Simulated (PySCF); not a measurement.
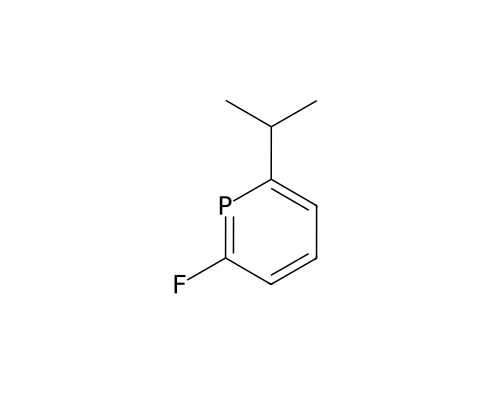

**Give its SMILES.**

CC(C)c1cccc(F)p1

**Give the formula, hydrogens included.**

C8H10FP.

More results for the same structure follow; atom numbers are the same in all pictures, views and colours differ. The geometry was computed by an optimisation with PBE0-D3(BJ)/def2-SVP. No frequency run is at hand to confirm it as a minimum.

## Levels of theory compared

No frequency run is at hand to confirm it as a minimum. Program: PySCF 2.14.0.

Tabulate HOMO energy (eV) at these levels: CAM-B3LYP/def2-SVPD; HF/pcSseg-1; PBE0/pcSseg-1; PBE0/pcSseg-1 in dichloromethane (IEF-PCM); PBE0/pcSseg-1 in dimethylsulfoxide (IEF-PCM).

```
                                       level  HOMO energy (eV)
                         CAM-B3LYP/def2-SVPD             −8.17
                                 HF/pcSseg-1             −8.81
                               PBE0/pcSseg-1             −7.06
  PBE0/pcSseg-1 in dichloromethane (IEF-PCM)             −7.08
PBE0/pcSseg-1 in dimethylsulfoxide (IEF-PCM)             −7.10
```

## Polarisability

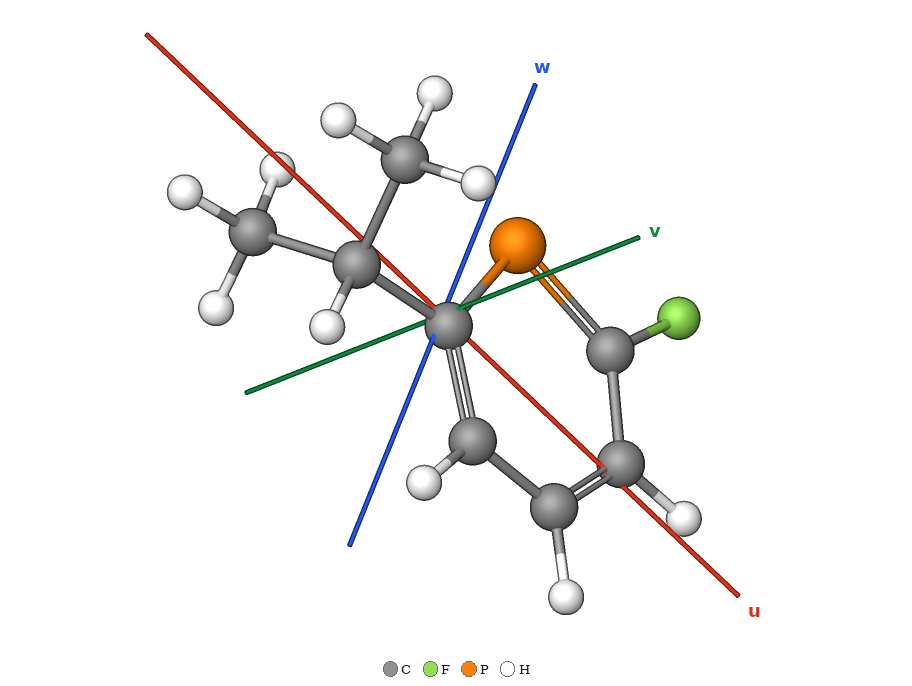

The lines u, v and w are the principal axes of the static dipole polarisability. No frequency run is at hand to confirm it as a minimum. Level of theory: CAM-B3LYP/def2-SVPD (PySCF 2.14.0).

**Along which axis is the molecule most polarisable, and along which least?**

Most along u, least along v.

**Give the three principal values.**

u 148.1, v 84.8, w 123.3 bohr³; mean 118.7, anisotropy 55.2 bohr³.

## Excitation

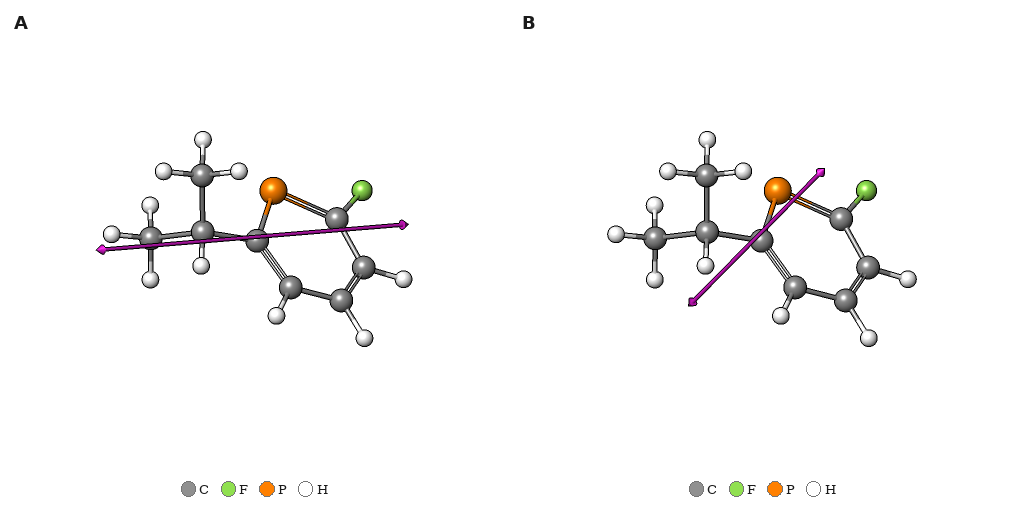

The double arrows show the directions of two transition dipoles from the ground state (lengths mean nothing). No frequency run is at hand to confirm it as a minimum. Level of theory: TDDFT CAM-B3LYP/def2-SVPD, vertical, gas phase, core orbitals frozen in the response (PySCF 2.14.0).

**One belongs to singlet state 3 and one to singlet state 4. Which is which?**

A: state 4, 5.89 eV (211 nm), oscillator strength 0.33, mainly HOMO → LUMO+1 (weight 0.58).
B: state 3, 5.15 eV (241 nm), oscillator strength 0.017, mainly HOMO−2 → LUMO (weight 0.98).
